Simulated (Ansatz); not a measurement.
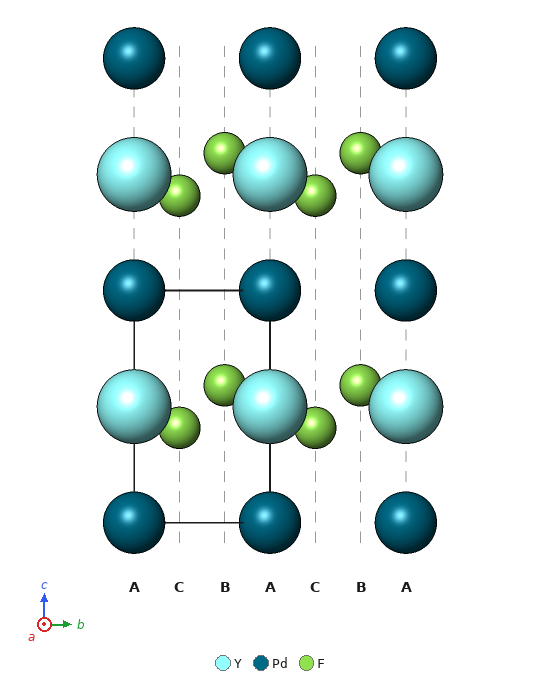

The picture looks along a close-packed row of the hexagonal mesh; c points upwards. The dashed lines mark the three columns A (0, 0), B (1/3, 2/3) and C (2/3, 1/3). The sequence starts with the first layer at or above the cell's origin.

The compound is YPdF2, taken as the input geometry of an electronic-structure calculation (not necessarily at equilibrium); the starting structure was generated, so it need not be a known form of this composition.

> Give the sequence of layers in one repeat, with element and column.

Pd(A) – F(C) – Y(A) – F(B) (four layers in 5.71 Å).

> How are the F layers alone stacked?

F layers alone: CB, the hexagonal type.

> Which positions between or in the F layers do the other atoms fill?

Y: one octahedral site; Pd: one octahedral site, counted in one hexagonal cell.
